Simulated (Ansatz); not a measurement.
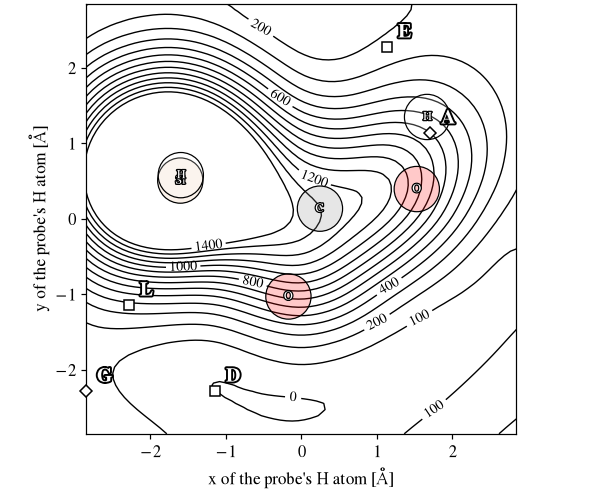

CH₂O₂Si (SMILES OC1=[SiH]O1) with the probe H2. The probe is moved over a plane parallel to the molecule's main plane, 2.11 Å above it. The first coordinate is: x of the probe's H atom; the second: y of the probe's H atom. Nothing is relaxed (molecule and probe rigid, the probe upright with H nearest the plane). The scan uses an 11 × 11 grid. Points are written as (first, second). Energies: cm⁻¹, counted from the lowest grid point. All numbers below come from RKS PBE0-D4/def2-SVPD in Ansatz 0.2.0.

The picture shows contour lines labelled in cm⁻¹ (none above 1400), labelled circles for the molecule's atoms, projected on the plane, lettered points. Between grid points the surface is interpolated.

Question: Is G the lowest point of the computed grid?

Answer: No. G lies 136 cm⁻¹ above the lowest grid point, which is at (−1.14 Å, −2.28 Å).

Question: What kind of point is each of D, L: minimum, saddle, maximum or slope?

Answer: D: minimum; L: on a slope. (In these two coordinates alone; a stationary point may lie a little off the grid point.)

Question: Rank the lettered points by energy, lowest first.

Answer: D (0 cm⁻¹), G (136 cm⁻¹), E (232 cm⁻¹), L (378 cm⁻¹), A (698 cm⁻¹).
